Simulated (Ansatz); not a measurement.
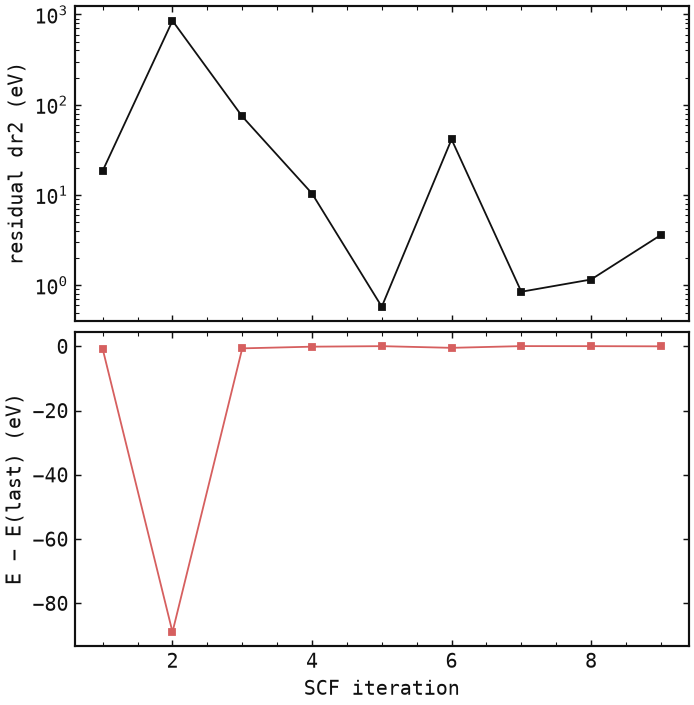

The plot shows the SCF iterations of a calculation: density residual dr2, Harris–Foulkes energy less its last value. The starting density is a sum of atomic densities corrected by a trained network.

Y₂LuN₃ (6 atoms in the cell), run with Ansatz.

```
crystal:
  lattice:
    - [6.49160989, 0.0, 0.0]
    - [-3.24580495, 5.62189908, 0.0]
    - [0.0, 0.0, 15.90438361]
  atoms:
    - { symbol: "Y", position: [0.3333333333, 0.6666666667, 0.6690292511] }
    - { symbol: "Y", position: [0.6666666667, 0.3333333333, 0.3309707489] }
    - { symbol: Lu, position: [0.0, 0.0, 0.0] }
    - { symbol: "N", position: [0.3333333333, 0.6666666667, 0.1617347669] }
    - { symbol: "N", position: [0.6666666667, 0.3333333333, 0.8382652331] }
    - { symbol: "N", position: [0.0, 0.0, 0.5] }
basis:
  ecutwfc: 420
kpoints:
  mp_grid: { grid: [12, 12, 4] }
hamiltonian:
  xc: pbe
scf:
  occupations: { method: gaussian, width: 0.01 }
  max_iter: 75
output:
  forces: true
  eigenvalues: true
  stress: true
```

Launched with:
```bash
ansatz run input.yaml --threads 1 --pin off --max-ram 2560MiB --backend cpu --events-out ev --progress --plain --runs-dir out
```

> How did this run end?

It was still iterating, at step 9, when the time limit ended it. The residual wanders between about 0.6 and 70 over the last 7 steps, with no lasting fall.

> What is the residual at the start and at the end?

It starts near 19 and ends near 4 eV.

> What lies behind the failure?

The input holds a fault, a lattice typed in bohr: crystal.lattice set to [[6.49160989, 0.0, 0.0], [-3.24580495, 5.62189908, -0.0], [0.0, -0.0, 15.90438361]]. The plot doesn't show it to be the cause; the time allowed was short.
